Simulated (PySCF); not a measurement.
## Electronic structure of C8H10 (SMILES C1=CC1=CC1CCC1) in real space

Input file:

```
{"job": {"kind": "uv", "xc": "PBE0", "basis": "def2-SVPD", "nstates": 6, "ntriplets": 2}, "charge": 0, "multiplicity": 1}
C      3.118153     0.446891    -0.326121
C      3.444186    -0.783388     0.033279
C      2.033372    -0.441431     0.054604
C      0.764518    -0.706513     0.256477
C     -0.330438     0.285238     0.039657
C     -1.330299     0.486606     1.200434
C     -2.494407     0.339193     0.210935
C     -1.509297    -0.165287    -0.852070
H      3.429169     1.408903    -0.655884
H      4.199514    -1.514108     0.194419
H      0.463714    -1.689570     0.594103
H      0.092026     1.232814    -0.298749
H     -1.286623    -0.325319     1.923886
H     -1.261754     1.435024     1.729806
H     -3.282431    -0.354401     0.498504
H     -2.946355     1.293414    -0.052443
H     -1.572512     0.304309    -1.831544
H     -1.539295    -1.246060    -0.977606
```

Launched as:

```sh
OMP_NUM_THREADS=1 python probes_run.py task.json out
```

Geometry: GFN2-xTB.

Theory: PBE0/def2-SVPD, SCF density, gas phase in PySCF 2.14.0.

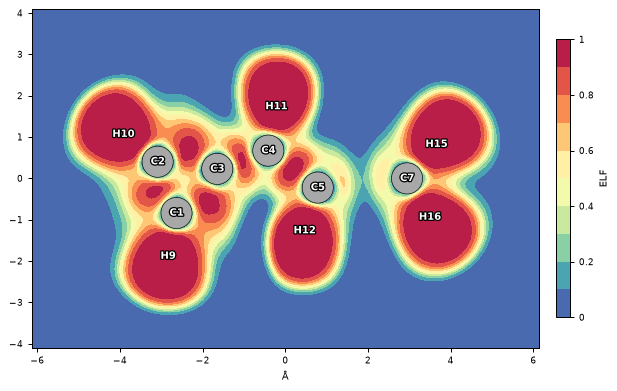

Figure 1. Electron localisation function on the plane of atoms C1, C3 and C4. Grey discs cover the atomic cores.

Q: Interpret the plot.

A:
- The section cuts through C and H sites.
- C–C (1.31 Å): the ELF peaks at about 0.90 between the atoms: a multiple bond.
- C–H (1.06 Å): the ELF climbs to about 1 towards the hydrogen, as it does in any bond to H: a covalent bond by its length.
- C–C (1.45 Å): the ELF peaks at about 0.85 between the atoms, as expected for a covalent bond.
- C–C (1.49 Å): the ELF peaks at about 0.95 between the atoms, as expected for a shared electron pair.

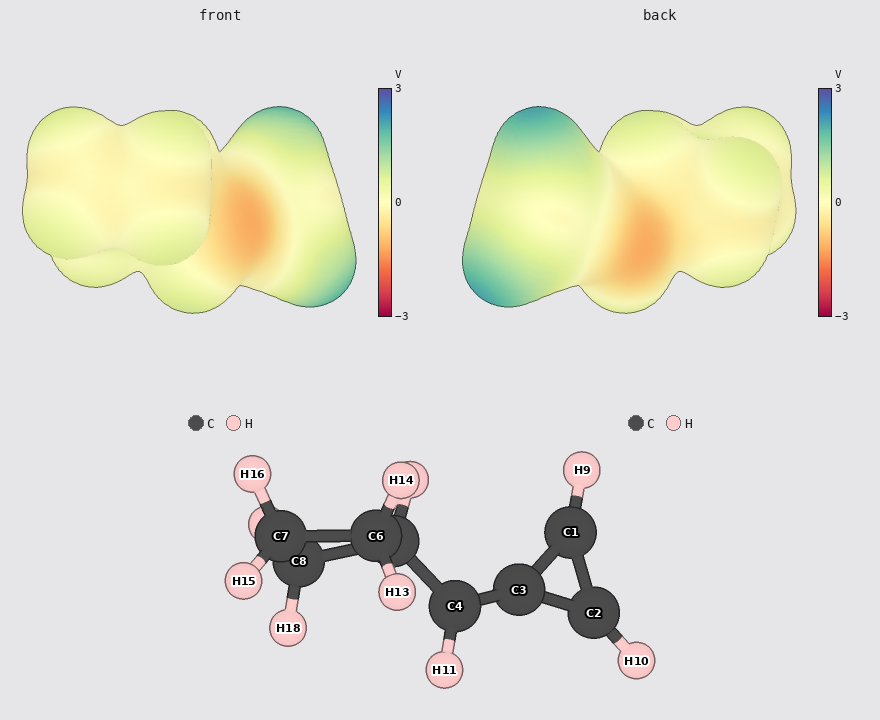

Figure 2. The molecular electrostatic potential painted on the density surface at 0.004 e/bohr³, seen from the front and from behind; red is negative and blue positive. The bare structure is drawn below in the same view.

Q: Describe the electrostatic potential map.

A: The most negative region (about −1.2 V) lies over the π face of C4, the most positive (about +2.0 V) over H9 and H10.
